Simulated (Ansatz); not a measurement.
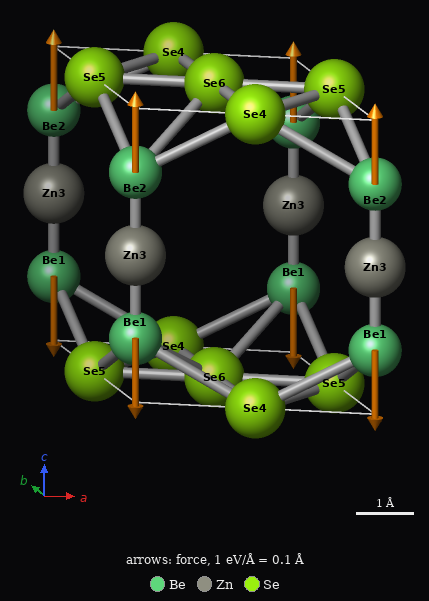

Starting geometry of a crystal of Be₂ZnSe₃ (a generated structure, set up in P6/mmm) (coarse preliminary run) with the computed forces as orange arrows. A ball-and-stick model of the cell of the calculation, seen slightly off an axis.

These are results of DFT PBE, scalar-relativistic, plane waves, PAW in Ansatz 0.2.0, not measurements.

Input
```yaml
crystal:
  lattice:
    - [4.29274897, 0.0, 0.0]
    - [-2.14637449, 3.71762966, 0.0]
    - [0.0, 0.0, 5.37875175]
  atoms:
    - { symbol: Be, position: [0.0, 0.0, 0.2171988] }
    - { symbol: Be, position: [0.0, 0.0, 0.7828012] }
    - { symbol: Zn, position: [0.0, 0.0, 0.5] }
    - { symbol: Se, position: [0.5, 0.0, 0.0] }
    - { symbol: Se, position: [0.0, 0.5, 0.0] }
    - { symbol: Se, position: [0.5, 0.5, 0.0] }
basis:
  ecutwfc: 420
kpoints:
  mp_grid: { grid: [6, 6, 4] }
hamiltonian:
  xc: pbe
scf:
  occupations: { method: gaussian, width: 0.1 }
  lower_state_search: "off"
output:
  forces: true
  stress: true
  eigenvalues: true
relax:
  adjacent_minimum: "off"
  f_tol: 0.04
  max_steps: 70
  cell: { stress_tol: 0.4 }
```

Launched with:
```bash
ansatz run input.yaml --threads 1 --pin off --max-ram 2560MiB --backend cpu --events-out ev --progress --plain --runs-dir out
```

What follows when this structure is relaxed?

Answer. It isn't relaxed: the largest force vector, on Be atoms, is 14.80 eV/Å. The atoms end up moving mostly along the starting forces (cosine between the two patterns 1.00). The largest moves relative to the cell, 0.39 Å, are those of Be1 and Be2. Be2 goes along +c. Se and Zn stay in place. The drawn cell changes as follows: a = b 4.293 → 5.452 Å (+27.0 %), c 5.379 → 6.666 Å (+23.9 %); the volume changes by +99.9 %. Some distances before and after: Be1–Zn3 1.521 → 2.274 Å, Se4–Se5 2.146 → 2.726 Å, Be1–Se4 2.444 → 2.925 Å. Bonds break: Be1–Zn3 (1.52 → 2.27 Å), Be2–Zn3 (1.52 → 2.27 Å). The space group stays P6/mmm (No. 191). After 9 accepted moves (11 points after the start) the energy has fallen by 2973 meV per atom. The largest force component goes from 15 to 0.028 eV/Å. The pressure goes from 96.03 to 0.03 GPa. At 2 points the geometry stayed and the basis and grid were re-selected for the new cell (energy shift of 76.1 meV per atom at most each time). The run took 25 s on 1 thread of AMD EPYC 9R45 96-Core Processor (Zen 5), with other jobs on the host, peak memory 0.52 GiB.
